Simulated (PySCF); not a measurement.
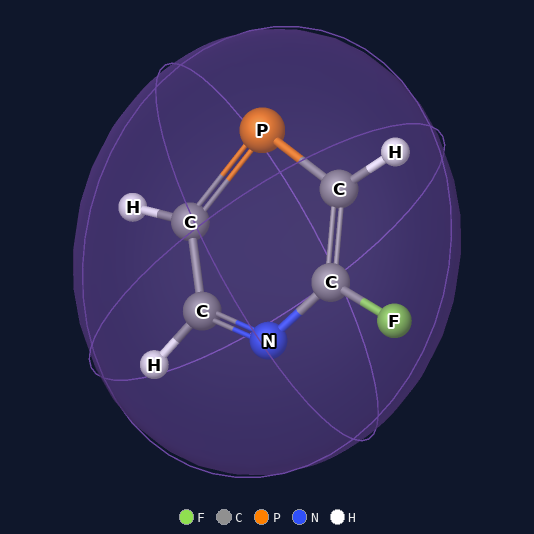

The ellipsoid shows the static dipole polarisability: its half-axes are proportional to the principal values. The geometry was computed by an optimisation with GFN2-xTB. No frequency run is at hand to confirm it as a minimum. Computed with CAM-B3LYP/def2-SVPD (PySCF 2.14.0).

How large and how anisotropic is the polarisability?

Principal values 46.7, 85.7, 89.4 bohr³; mean 73.9 bohr³ (10.95 Å³); anisotropy 40.9 bohr³, so the longest axis is 1.91 times the shortest.

The geometry is semi-empirical. Around P such bond lengths and angles can be off by a tenth of an ångström or more and by several degrees, and values that hang on the shape move with them.
